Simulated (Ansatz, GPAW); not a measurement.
# Screening of a field by Cl/Pt(100)

How does Cl/Pt(100) screen a perpendicular field?

Program: GPAW 26.7.0 and Ansatz 0.2.0. Level of theory: Ansatz plane waves; slab in vacuum with a dipole correction, relaxation; PAW set soft_1, in the first sound run; inputs show where later runs differ. Results are calculated unless marked as measured.

## Step 1: Set-up

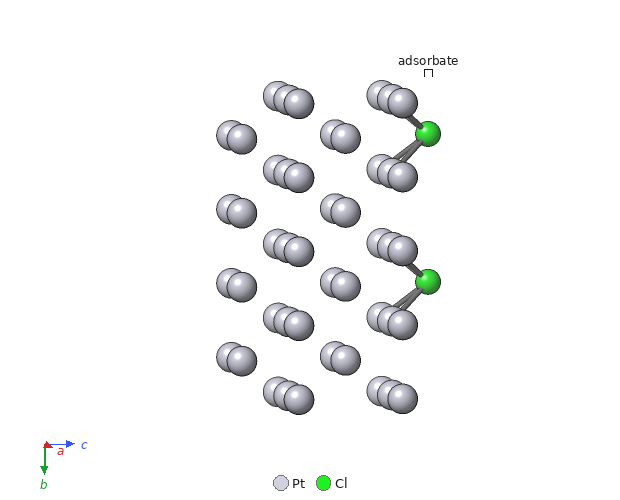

The starting structure, seen from the side, with the c axis across the page (platinum light grey, chlorine green). 1×2×1 cells are drawn. Bonds to atoms that aren't drawn are left out. Some periodic images of atoms are drawn too.

The cell holds 17 atoms: 16 Pt and 1 Cl. Cell: a = 5.544 Å, b = 5.544 Å, c = 23.430 Å, α = 90.0°, β = 90.0°, γ = 90.0°. Vacuum lies along c.

## Step 2: Relaxation

The atoms are relaxed first, since the surface dipole, and with it the work function, follows the positions of the outer layers. The lowest 8 atoms are held at bulk positions and keep their forces.

File input.yaml:

```yaml
crystal:
  lattice:
    - [5.5437171645, 0.0, 0.0]
    - [0.0, 5.5437171645, 0.0]
    - [0.0, 0.0, 23.4302906179]
  atoms:
    - { symbol: Pt, position: [0.25, 0.25, 0.3414383599] }
    - { symbol: Pt, position: [0.0, 0.0, 0.425090758] }
    - { symbol: Pt, position: [0.25, 0.25, 0.5087431562] }
    - { symbol: Pt, position: [0.0, 0.0, 0.5923955544] }
    - { symbol: Pt, position: [0.25, 0.75, 0.3414383599] }
    - { symbol: Pt, position: [0.0, 0.5, 0.425090758] }
    - { symbol: Pt, position: [0.25, 0.75, 0.5087431562] }
    - { symbol: Pt, position: [0.0, 0.5, 0.5923955544] }
    - { symbol: Pt, position: [0.75, 0.25, 0.3414383599] }
    - { symbol: Pt, position: [0.5, 0.0, 0.425090758] }
    - { symbol: Pt, position: [0.75, 0.25, 0.5087431562] }
    - { symbol: Pt, position: [0.5, 0.0, 0.5923955544] }
    - { symbol: Pt, position: [0.75, 0.75, 0.3414383599] }
    - { symbol: Pt, position: [0.5, 0.5, 0.425090758] }
    - { symbol: Pt, position: [0.75, 0.75, 0.5087431562] }
    - { symbol: Pt, position: [0.5, 0.5, 0.5923955544] }
    - { symbol: Cl, position: [0.25, 0.25, 0.6585616401] }
kpoints:
  mp_grid: { grid: [6, 6, 1] }
hamiltonian:
  xc: pbe
  pseudopotentials: { kind: paw, azcp: { folder: soft_1 } }
scf:
  occupations: { method: fermi_dirac, width: 0.1 }
efield:
  axis: 3
  dipole_correction: true
  ramp_width: 0.05
relax:
  f_tol: 0.02
  max_steps: 60
  constraints: [{ sites: [0, 1, 4, 5, 8, 9, 12, 13] }]
output:
  write_potential: true
  write_density: true
  volumetric_format: npy
```

Started as:

```sh
> ansatz run input.yaml --threads 4 --pin off --max-ram 8192MiB --backend cpu --events-out ev --progress --plain --runs-dir out
```

Numbers of over 12 decimals in the logs are rounded to 6 here.

What it wrote:

```text
Engine: ansatz 0.2.0, aarch64-unknown-linux-gnu
Pseudopotentials: kind: paw
Pseudopotential: Pt, paw, valence charge 18, recommended cutoff 420 eV (normal), soft_1/Pt.paw.azcp
Pseudopotential: Cl, paw, valence charge 7, recommended cutoff 420 eV (normal), soft_1/Cl.paw.azcp
Functional definition: PBE
  parameter kappa = 0.804
  parameter beta = 0.066725
  exchange = pbe_x(kappa = kappa, mu = beta*pi^2/3)
  correlation = pbe_c(beta = beta)
Crystal: 17 atoms, lattice volume = 720.078 Å³
Basis set: ecut = 420 eV, 14115 PW (Γ), exchange–correlation on 80×80×320 points (8 copies of the dense FFT grid, shifted against one another)
Bands: 177, of which v1, the nominal top of the filled ones, is band 148 counted from 1 (147 counted from 0)
Symmetry: 8 space group operations
Space group: P4mm (ITA 99), of the structure as read, at distance tolerance 9.0e-5 Å
k-points: 10 of 36
Non-local potential: Pt, projectors of the file, l = 0: 3, l = 1: 2, l = 2: 2, l = 3: 1
Non-local potential: Cl, projectors of the file, l = 0: 2, l = 1: 2, l = 2: 1
PAW form: soft (Blöchl's): semilocal exchange-correlation on the pseudo side does not see the compensation charge
PAW one-centre angular grid: Pt, 590 points (default); XC on 64 Gauss nodes
PAW one-centre angular grid: Cl, 110 points (default); XC on 64 Gauss nodes
Initial density: superposition of atomic densities (neutral atoms: chi_scale 0, normalization atom)
Initial wavefunctions: pseudopotential atomic-orbital guess
Functional: x = pbe(κ = 0.804, μ = 0.219515), c = pbe(β = 0.066725)
SCF iter   1: F=—  HF=-201474.560512 eV  |F-HF|=—  |Δ(HF+E_count)|=         —  Δρ=5.13e-2  dr2=2.63e1  ethr=3.10e-3  p=-0.000 e·Å  D=-1.46e-6 V/Å  ΔV_dip=0.00 eV  dr2_dipole=2.03e0  V_vac-E_F(+/−)=4.63/4.63 eV  ⟨swp⟩=7.7  Hψ=7542  notcnv=0  defer=54
efield: sawtooth ramp at fractional position 0.9750 (placed from the atoms, in the widest stretch of the axis that holds none; the zero of the levels goes with the place), width 0.0500; the density the first Hamiltonian is built on has a dipole p = -0.000 e·Å; the dipole correction subtracts the counter field D = -1.46e-6 V/Å, which shifts the + side's vacuum level by +0.00 eV against the − side's; the planar-averaged density in the ramp window peaks in size at 6.4e-6 e/Å³
preconditioner: auto → LDOS  [metal: Δε(μ)=0.023 eV  Ē_g=7.270 eV  σ=0.100 eV  W_gap=0.06  n_scr=148 (ndim 8)  ℏωp=17.9 eV  f_vac=0.585  D(μ)=26.72/eV (n_scr^D=222)  β→1.0]
SCF iter   2: F=—  HF=-201473.750826 eV  |F-HF|=—  |Δ(HF+E_count)|=   8.10e-1  Δρ=4.12e-2  dr2=1.64e1  ethr=3.10e-3  p=0.096 e·Å  D=2.42e-2 V/Å  ΔV_dip=-0.57 eV  dr2_dipole=1.11e-1  V_vac-E_F(+/−)=4.97/5.53 eV  ⟨swp⟩=3.0  Hψ=4607  notcnv=0  defer=109
SCF iter   3: F=—  HF=-201469.459865 eV  |F-HF|=—  |Δ(HF+E_count)|=    4.29e0  Δρ=9.76e-3  dr2=1.58e0  ethr=3.10e-3  p=0.108 e·Å  D=2.71e-2 V/Å  ΔV_dip=-0.63 eV  dr2_dipole=7.92e-2  V_vac-E_F(+/−)=4.96/5.60 eV  ⟨swp⟩=2.2  Hψ=3497  notcnv=0  defer=132
SCF iter   4: F=—  HF=-201469.293454 eV  |F-HF|=—  |Δ(HF+E_count)|=   1.66e-1  Δρ=2.93e-3  dr2=4.50e-1  ethr=5.34e-4  p=0.102 e·Å  D=2.57e-2 V/Å  ΔV_dip=-0.60 eV  dr2_dipole=5.10e-3  V_vac-E_F(+/−)=4.94/5.55 eV  ⟨swp⟩=2.2  Hψ=2852  notcnv=0  defer=128
SCF iter   5: F=—  HF=-201469.259332 eV  |F-HF|=—  |Δ(HF+E_count)|=   3.41e-2  Δρ=1.51e-3  dr2=5.62e-2  ethr=1.53e-4  p=0.114 e·Å  D=2.85e-2 V/Å  ΔV_dip=-0.67 eV  dr2_dipole=1.76e-3  V_vac-E_F(+/−)=5.00/5.67 eV  ⟨swp⟩=2.1  Hψ=2405  notcnv=0  defer=128
SCF iter   6: F=—  HF=-201469.257049 eV  |F-HF|=—  |Δ(HF+E_count)|=   2.28e-3  Δρ=5.92e-4  dr2=7.37e-3  ethr=1.90e-5  p=0.109 e·Å  D=2.73e-2 V/Å  ΔV_dip=-0.64 eV  dr2_dipole=3.29e-4  V_vac-E_F(+/−)=5.02/5.66 eV  ⟨swp⟩=2.0  Hψ=2331  notcnv=0  defer=128
SCF iter   7: F=—  HF=-201469.256099 eV  |F-HF|=—  |Δ(HF+E_count)|=   9.50e-4  Δρ=2.66e-4  dr2=1.57e-3  ethr=2.50e-6  p=0.109 e·Å  D=2.73e-2 V/Å  ΔV_dip=-0.64 eV  dr2_dipole=8.19e-5  V_vac-E_F(+/−)=5.02/5.66 eV  ⟨swp⟩=2.0  Hψ=2517  notcnv=0  defer=128
SCF iter   8: F=—  HF=-201469.256117 eV  |F-HF|=—  |Δ(HF+E_count)|=   1.79e-5  Δρ=8.89e-5  dr2=1.67e-4  ethr=5.31e-7  p=0.108 e·Å  D=2.72e-2 V/Å  ΔV_dip=-0.64 eV  dr2_dipole=4.57e-6  V_vac-E_F(+/−)=5.02/5.66 eV  ⟨swp⟩=2.1  Hψ=2458  notcnv=0  defer=128
SCF iter   9: F=—  HF=-201469.256107 eV  |F-HF|=—  |Δ(HF+E_count)|=   9.71e-6  Δρ=4.12e-5  dr2=3.06e-5  ethr=5.68e-8  p=0.108 e·Å  D=2.72e-2 V/Å  ΔV_dip=-0.64 eV  dr2_dipole=1.13e-6  V_vac-E_F(+/−)=5.02/5.66 eV  ⟨swp⟩=2.0  Hψ=2470  notcnv=0  defer=128
SCF iter  10: F=—  HF=-201469.256107 eV  |F-HF|=—  |Δ(HF+E_count)|=   1.52e-7  Δρ=2.56e-5  dr2=1.20e-5  ethr=3.39e-9  p=0.108 e·Å  D=2.72e-2 V/Å  ΔV_dip=-0.64 eV  dr2_dipole=7.37e-7  V_vac-E_F(+/−)=5.02/5.66 eV  ⟨swp⟩=12.0  Hψ=15133  notcnv=0
SCF iter  11: F=-201469.256107 eV  HF=-201469.256108 eV  |F-HF|=1.10e-6  |Δ(HF+E_count)|=   3.32e-7  Δρ=9.82e-6  dr2=1.85e-6  ethr=3.39e-9  p=0.108 e·Å  D=2.72e-2 V/Å  ΔV_dip=-0.64 eV  dr2_dipole=1.08e-8  V_vac-E_F(+/−)=5.02/5.66 eV  ⟨swp⟩=11.6  Hψ=14324  notcnv=0
SCF 1 converged in 11 iterations: F = -201469.256107 eV  dr2 = 1.85e-6
  greatest PAW one-centre occupation: 1.000 electrons in one spin orbital (limit 2), on the Pt atom at site 14 (counted from 0), in its partial waves of l = 0
relax step   1: F+E_penalty+E_count = -201469.25610665 eV  Δ(F+E_penalty+E_count) = +0.000e0 eV  max|allowed force component| = 1.101e0 eV/Å  Δτ_max = 0.0000 Å  (11 SCF iters, dr2 threshold 1.00e-5 eV, accepted)
Initial density: handed on by an earlier stage of this run
Initial wavefunctions: those handed on with the density
iter 1 solved again at ethr=4.43e-4 eV; its pass at ethr=3.10e-3 eV (dr2=1.31e0 eV) is discarded
SCF iter   1: F=—  HF=-201469.501635 eV  |F-HF|=—  |Δ(HF+E_count)|=         —  Δρ=9.50e-3  dr2=1.34e0  ethr=4.43e-4  p=0.108 e·Å  D=2.72e-2 V/Å  ΔV_dip=-0.64 eV  dr2_dipole=3.91e-1  V_vac-E_F(+/−)=5.06/5.70 eV  ⟨swp⟩=1.2  Hψ=6738  notcnv=0  defer=115
efield: sawtooth ramp at fractional position 0.9750 (handed on by an earlier solve), width 0.0500; the density the first Hamiltonian is built on has a dipole p = 0.108 e·Å; the dipole correction subtracts the counter field D = 2.72e-2 V/Å, which shifts the + side's vacuum level by -0.64 eV against the − side's; the planar-averaged density in the ramp window peaks in size at 3.2e-6 e/Å³
preconditioner: auto → LDOS  [metal: Δε(μ)=0.008 eV  Ē_g=7.210 eV  σ=0.100 eV  W_gap=0.02  n_scr=148 (ndim 8)  ℏωp=17.9 eV  f_vac=0.578  D(μ)=28.99/eV (n_scr^D=264)  β→1.0]
[...]
SCF 3 converged in 7 iterations: F = -201469.487050 eV  dr2 = 6.19e-6
  Residual-converged pass: ⟨swp⟩=1.0  Hψ=1810  notcnv=0  max |occ|·‖R‖ = 6.9e-9 eV (tolerance 1.0e-8 eV)  dr2=6.19e-6  dr2_onsite=8.84e-8  max |Δocc| = 4.3e-11
relax step   3: F+E_penalty+E_count = -201469.48704974 eV  Δ(F+E_penalty+E_count) = -5.722e-2 eV  max|allowed force component| = 2.181e-1 eV/Å  Δτ_max = 0.0628 Å  (7 SCF iters, dr2 threshold 9.95e-6 eV, accepted)
[...]
relax step   4: F+E_penalty+E_count = -201469.49303984 eV  Δ(F+E_penalty+E_count) = -5.990e-3 eV  max|allowed force component| = 9.059e-2 eV/Å  Δτ_max = 0.0394 Å  (7 SCF iters, dr2 threshold 6.25e-6 eV, accepted)
[...]
relax step   5: F+E_penalty+E_count = -201469.49408282 eV  Δ(F+E_penalty+E_count) = -1.043e-3 eV  max|allowed force component| = 5.569e-2 eV/Å  Δτ_max = 0.0459 Å  (8 SCF iters, dr2 threshold 1.42e-6 eV, accepted)
[...]
relax step   6: F+E_penalty+E_count = -201469.49464796 eV  Δ(F+E_penalty+E_count) = -5.651e-4 eV  max|allowed force component| = 2.347e-3 eV/Å  Δτ_max = 0.0198 Å  (7 SCF iters, dr2 threshold 5.35e-7 eV, accepted)
iter 1 solved again at ethr=1.30e-10 eV; its pass at ethr=3.10e-3 eV (dr2=3.85e-7 eV) is discarded
SCF iter   1: F=—  HF=-201469.494511 eV  |F-HF|=—  |Δ(HF+E_count)|=         —  Δρ=4.39e-6  dr2=3.82e-7  ethr=1.30e-10  p=0.074 e·Å  D=1.87e-2 V/Å  ΔV_dip=-0.44 eV  dr2_dipole=2.07e-9  V_vac-E_F(+/−)=5.23/5.67 eV  ⟨swp⟩=1.0  Hψ=4160  notcnv=0  defer=129
efield: sawtooth ramp at fractional position 0.9750 (handed on by an earlier solve), width 0.0500; the density the first Hamiltonian is built on has a dipole p = 0.074 e·Å; the dipole correction subtracts the counter field D = 1.87e-2 V/Å, which shifts the + side's vacuum level by -0.44 eV against the − side's; the planar-averaged density in the ramp window peaks in size at 7.1e-6 e/Å³
preconditioner: auto → LDOS  [metal: Δε(μ)=0.017 eV  Ē_g=7.266 eV  σ=0.100 eV  W_gap=0.04  n_scr=148 (ndim 8)  ℏωp=17.9 eV  f_vac=0.579  D(μ)=29.88/eV (n_scr^D=264)  β→1.0]
SCF iter   2: F=—  HF=-201469.494648 eV  |F-HF|=—  |Δ(HF+E_count)|=   1.37e-4  Δρ=3.34e-6  dr2=2.39e-7  ethr=1.29e-10  p=0.074 e·Å  D=1.87e-2 V/Å  ΔV_dip=-0.44 eV  dr2_dipole=3.75e-10  V_vac-E_F(+/−)=5.23/5.67 eV  ⟨swp⟩=2.1  Hψ=2512  notcnv=0  defer=129
SCF iter   3: F=-201469.494648 eV  HF=-201469.494648 eV  |F-HF|=2.01e-8  |Δ(HF+E_count)|=   2.20e-8  Δρ=1.99e-6  dr2=8.45e-8  ethr=3.39e-11  p=0.074 e·Å  D=1.87e-2 V/Å  ΔV_dip=-0.44 eV  dr2_dipole=9.12e-12  V_vac-E_F(+/−)=5.23/5.67 eV  ⟨swp⟩=9.0  Hψ=13707  notcnv=0
SCF 7 converged in 3 iterations: F = -201469.494648 eV  dr2 = 8.45e-8
relax step   7: F+E_penalty+E_count = -201469.49464819 eV  Δ(F+E_penalty+E_count) = -2.342e-7 eV  max|allowed force component| = 2.478e-3 eV/Å  Δτ_max = 0.0000 Å  (3 SCF iters, accepted)
NSCF: frozen V_eff on 10 k-points
the band table was solved once a step of the walk had ended and its energy, with any forces and stress, was formed, with the checks that follow a solve (8610 applications of the Hamiltonian). They found nothing against the state; the energy, forces and stress were not computed again (output.eigenvalues in the input reference)
WARN: The output density's exchange-correlation potential varies sharply where the density is thin. Do not read a vacuum level from v_tot or v_xc, or from such a field of the output density. On a cell that repeats whose density bears no net charge and no dipole along the vacuum's axis use v_es (v_loc + v_h of the components); under efield.dipole_correction with no amplitude use v_es + v_field, which holds any externa [...]
SCF converged after 3 iterations
Free energy (F): -201469.494648 eV
Harris-Foulkes:  -201469.494648 eV  (|F-HF|=2.01e-8)
Internal energy: -201468.555941 eV  (E = F + TS)
E sigma→0 (E₀):  -201469.025295 eV
Entropy (-TS):   -0.938707 eV (-55.218 meV/atom)
Fermi energy:    4.497246 eV
Dipole field:    D = 0.018675 V/Å  (p = 0.074315 e·Å, saw-weighted, corrected)
Work function:   Φ+ = 5.2299 eV   Φ− = 5.6675 eV
Levels:          The Fermi level and band energies are counted from a zero that moves with the ramp; work functions are not
--- Per-component energies (eV) ---
  E_band       = -7410.070246
  E_kinetic    = 9690.857978
  E_local      = -452129.553339  (includes V_loc(G=0)·N_el)
  E_nonlocal   = 3294.948276
  E_hartree    = 220626.970904
  E_xc         = -3811.947210
  E_vxc        = -4440.728346  (∫ρ·V_xc dr)
  E_paw        = -152400.701525  (= ΣΔE_a)
  E_vpaw       = -5083.006017  (= ΣTr[D̂ρ^β])
  E_aug_tail   = 0.018186  (compensation charges beyond the density's cutoff)
  E_efield     = 0.000694  (sawtooth field / dipole correction)
  E_vefield    = 3.463938  (∫n·V_field dr)
  E_ewald      = 173260.850096
  E_smearing   = -0.938707  (= −TS)
  E_closure    = 0.000000  (closes the sum)
  Σ components = -201469.494648   (vs F -201469.494648, Δ=0.00e0)
--- Forces (eV/Å), atoms counted from 1 ---
  atom   1  Pt    -0.00000000     0.00000000    -0.28393995
  atom   2  Pt    -0.06746194    -0.06746194     0.08628070
  atom   3  Pt    -0.00000000     0.00000000     0.00033294
  atom   4  Pt    -0.00095313    -0.00095313    -0.00046586
  atom   5  Pt    -0.00000000     0.00000000    -0.01942990
  atom   6  Pt    -0.06746194     0.06746194     0.08628070
  atom   7  Pt     0.00000000     0.00000000     0.00169548
  atom   8  Pt    -0.00095313     0.00095313    -0.00046586
  atom   9  Pt     0.00000000     0.00000000    -0.01942990
  atom  10  Pt     0.06746194    -0.06746194     0.08628070
  atom  11  Pt    -0.00000000     0.00000000     0.00169548
  atom  12  Pt     0.00095313    -0.00095313    -0.00046586
  atom  13  Pt    -0.00000000     0.00000000    -0.02510254
  atom  14  Pt     0.06746194     0.06746194     0.08628070
  atom  15  Pt     0.00000000     0.00000000    -0.00154925
  atom  16  Pt     0.00095313     0.00095313    -0.00046586
  atom  17  Cl     0.00000000     0.00000000     0.00247820
  max |Σ_I F_I| component: 9.97e-6 eV/Å
--- Band table (eV; the first three rows and the last of 10) ---
  k-point 0: bands = [... 144 lower, 4.6087, 4.7169, 4.7169, 4.9678, 5.0345, 5.0384, 5.4846, 5.5645, ... 25 higher]
  k-point 1: bands = [... 144 lower, 4.4692, 4.5175, 4.5923, 4.6918, 4.7099, 4.7842, 5.0141, 5.1051, ... 25 higher]
  k-point 2: bands = [... 144 lower, 4.3847, 4.4307, 4.5027, 4.5252, 4.5983, 4.6584, 4.7113, 4.7600, ... 25 higher]
  k-point 9: bands = [... 144 lower, 3.5959, 3.9100, 3.9100, 4.3563, 4.5371, 4.5718, 4.5718, 4.5837, ... 25 higher]
--- Relaxed structure (7 steps of the walk, 7 accepted, 0 SCFs on fresh bases) ---
  F+E_penalty+E_count = -201469.49464819 eV   max|allowed force component| = 2.478e-3 eV/Å
  atoms:
    - { symbol: Pt, position: [0.25, 0.25, 0.341438] }
    - { symbol: Pt, position: [0.0, 0.0, 0.425091] }
    - { symbol: Pt, position: [0.25, 0.25, 0.510219] }
    - { symbol: Pt, position: [-0.00453906, -0.00453906, 0.596364] }
    - { symbol: Pt, position: [0.25, 0.750000, 0.341438] }
    - { symbol: Pt, position: [0.0, 0.5, 0.425091] }
    - { symbol: Pt, position: [0.25, 0.750000, 0.509616] }
    - { symbol: Pt, position: [-0.00453906, 0.504539, 0.596364] }
    - { symbol: Pt, position: [0.750000, 0.25, 0.341438] }
    - { symbol: Pt, position: [0.5, 0.0, 0.425091] }
    - { symbol: Pt, position: [0.750000, 0.25, 0.509616] }
    - { symbol: Pt, position: [0.504539, -0.00453906, 0.596364] }
    - { symbol: Pt, position: [0.750000, 0.750000, 0.341438] }
    - { symbol: Pt, position: [0.5, 0.5, 0.425091] }
    - { symbol: Pt, position: [0.750000, 0.750000, 0.514021] }
    - { symbol: Pt, position: [0.504539, 0.504539, 0.596364] }
    - { symbol: Cl, position: [0.25, 0.25, 0.667979] }
```

It took 3.2 min on 4 threads of Arm Neoverse V2, shared host; peak memory 2.8 GiB; 13 min of CPU time.

This run has no spin polarisation although its electron count is odd.

Step by step:

| step | energy less that of the first step (eV) | largest force component (eV/Å) |
| --- | --- | --- |
| 1 | 0.0000 | 1.1011 |
| 2 | -0.1737 | 0.3991 |
| 3 | -0.2309 | 0.2181 |
| 4 | -0.2369 | 0.0906 |
| 5 | -0.2380 | 0.0557 |
| 6 | -0.2385 | 0.0023 |
| 7 | -0.2385 | 0.0025 |

The run keeps the 8 symmetry operations that it works with, so distortions that break them were not tested.

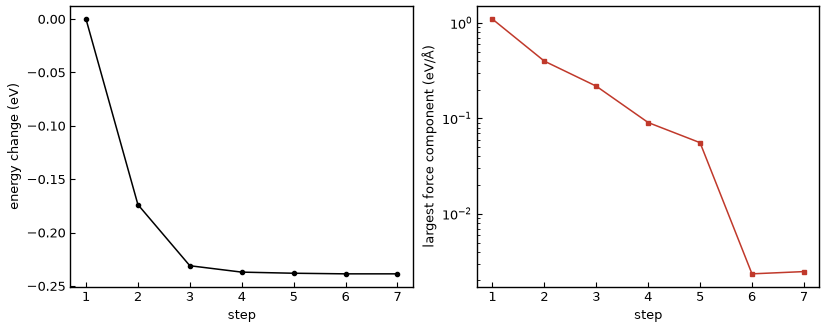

Energy and largest force along the relaxation.

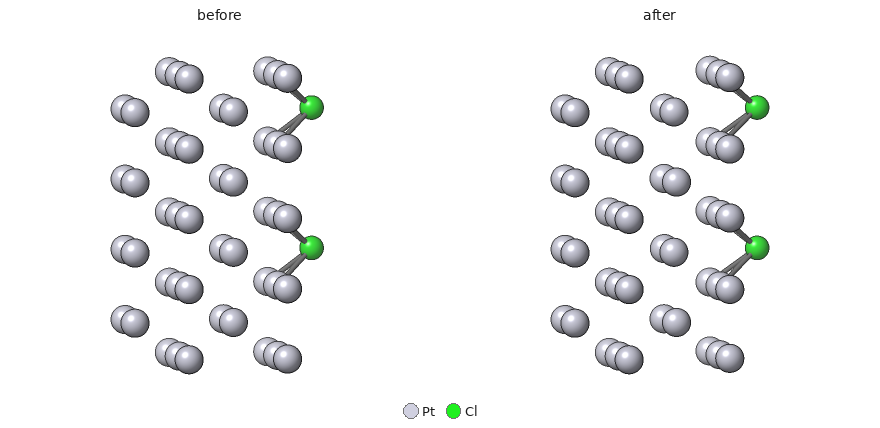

Before and after, at one scale. Bonds to atoms that aren't drawn are left out.

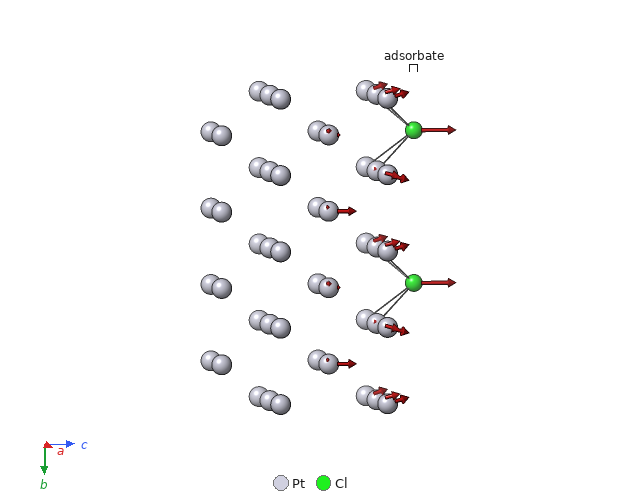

Displacements in the relaxation, exaggerated; the longest in the cell stands for 0.22 Å. Bonds to atoms that aren't drawn are left out. 1×2×1 cells are drawn. Some periodic images of atoms are drawn too.

The atoms that moved most (Å):

| atom | dx | dy | dz | length |
| --- | --- | --- | --- | --- |
| Cl17 | 0.000 | 0.000 | 0.221 | 0.221 |
| Pt15 | 0.000 | 0.000 | 0.124 | 0.124 |
| Pt4 | -0.025 | -0.025 | 0.093 | 0.100 |
| Pt12 | 0.025 | -0.025 | 0.093 | 0.100 |
| Pt8 | -0.025 | 0.025 | 0.093 | 0.100 |
| Pt16 | 0.025 | 0.025 | 0.093 | 0.100 |
| Pt3 | 0.000 | 0.000 | 0.035 | 0.035 |
| Pt11 | 0.000 | 0.000 | 0.020 | 0.020 |

Numbers from this step:

- free energy: -201469.4946 eV
- smearing term TS: 0.9387 eV
- symmetry operations: 8
- upper work function: 5.230 eV
- lower work function: 5.667 eV
- dipole along the normal: 0.07432 e·Å
- dipole field: 0.01867 V/Å
- vacuum level above: 9.727 eV
- vacuum level below: 10.16 eV

The electrostatic potential energy of an electron (with the applied field's), less the Fermi level, planar mean oscillates, so the rows of the table below give means over windows of 2 Å about each position, cut where the curve ends. Its maxima inside the range that stand out by 2 % of the span (Å: eV): 8.9: -2.86, 11.0: -2.45, 13.0: -2.46. Its minima: 8.1: -19.3, 10.0: -19.8, 12.0: -19.7, 13.9: -19.4.

Table of electrostatic potential energy of an electron (with the applied field's), less the Fermi level, planar mean by z; means over each step:

| z (Å) | electrostatic potential energy of an electron (with the applied field's), less the Fermi level, planar mean (eV) |
| --- | --- |
| 0 | 5.60 |
| 2 | 5.67 |
| 4 | 5.66 |
| 6 | 4.93 |
| 8 | -11.0 |
| 10 | -11.8 |
| 12 | -11.7 |
| 14 | -11.2 |
| 16 | 2.45 |
| 18 | 5.21 |
| 20 | 5.23 |
| 22 | 5.23 |

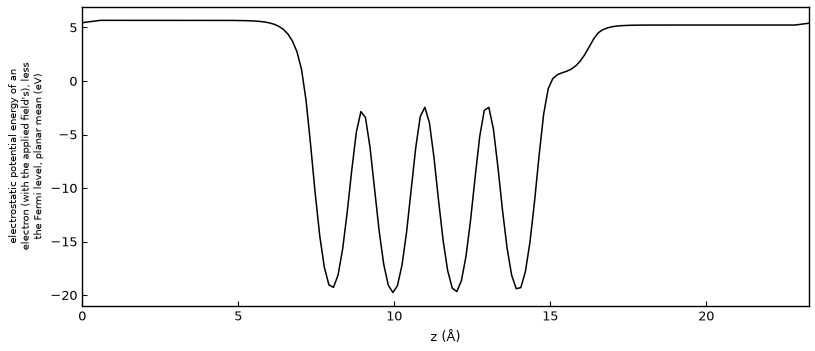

Electrostatic potential energy of an electron (with the applied field's), less the Fermi level, planar mean, plotted against z.

(Continued in part 2 of 3.)

[Logs are printed without paths, hosts, clocks, repeated set-up lines and the standing remarks that a program may print on its own settings, such as how far it seeks lower states.]

[Hosts, paths, dates, database ids (printed as entryN), source tags and the programs' standing remarks are cut or masked in the printed files.]
